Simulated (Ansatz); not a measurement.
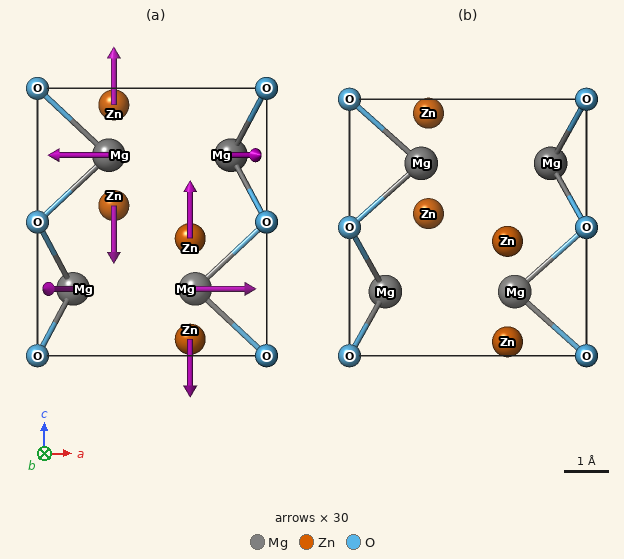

The structure of solid Mg₃Zn₂O (a generated structure, set up in P6_3/mmc) before (left) and after (right) a relaxation, at one scale. The purple arrows give the displacements (the part carried along by the change of the cell is left out), 30 times their true length.

Style: ball-and-stick. Shown: the cell of the calculation, along the b axis.

The calculation used DFT PBE, scalar-relativistic, plane waves, PAW in Ansatz. Set-up: plane-wave cutoff 420 eV; k-point mesh 6 × 6 × 6; occupations gaussian; smearing width 0.1 eV; no spin polarisation; cell and atoms relaxed; force threshold 0.01 eV/Å; at most 80 steps.

**What changed between the two?**

The largest moves relative to the cell, 0.047 Å, are those of Mg atoms. Largest moves by element: Mg 0.047 Å, Zn 0.045 Å. O stays in place. The drawn cell changes as follows: a = b 6.068 → 6.279 Å (+3.5 %), c 6.133 → 5.883 Å (−4.1 %); the volume changes by +2.7 %. Among the contacts that change: Mg–O 2.243 → 2.208 Å, Zn–Zn 2.309 → 2.305 Å. Bond angles that change, for instance: O–Mg–O 86.3° → 83.6°, Mg–O–Mg 78.4° → 80.5°, Mg–O–Mg 101.6° → 99.5°. The space group stays P6_3/mmc (No. 194). Over 7 accepted moves (11 points after the start) the energy falls by 4.6 meV per atom. The largest force component goes from 0.033 to 0.0013 eV/Å. The pressure goes from 0.24 to 0.02 GPa. The line search rejected the trial steps at points 3, 5 of the run. The SCF was repeated twice at an unchanged geometry on a basis and grid sized afresh for the cell, which shifted the energy by 0.8 meV per atom at most.

Limits of the set-up: layers or molecules are held without a dispersion correction, so their spacing is unreliable.
